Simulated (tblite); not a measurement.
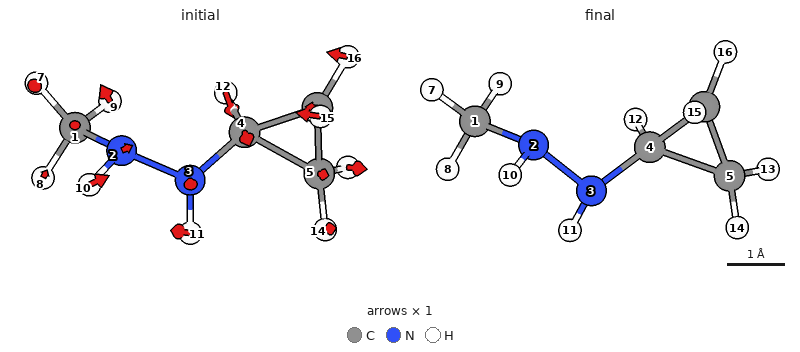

The structure of C4H10N2 before (left) and after (right) a relaxation, at one scale. The red arrows give the displacements, at their true length.

A ball-and-stick model, seen from a free direction.

All numbers below come from GFN2-xTB geometry optimisation, gas phase in tblite 0.8.0. 

Question: What changed between the two?

Answer: The atom that moves furthest after the best rigid fit is an H atom (0.63 Å). Largest moves by element: H 0.63 Å, C 0.40 Å, N 0.33 Å. Some distances before and after: N–N 1.353 → 1.416 Å, C–H 1.141 → 1.092 Å, C–H 1.123 → 1.078 Å, C–C 1.532 → 1.500 Å. Bond angles that change, for instance: C–C–H 111.9° → 119.0°, N–N–H 114.1° → 107.2°, H–C–H 115.0° → 108.5°. Groups turn about C–N by about 40°, C–N by about 25°, N–N by about 20°. Over 109 geometry steps the energy falls by 0.624 eV.
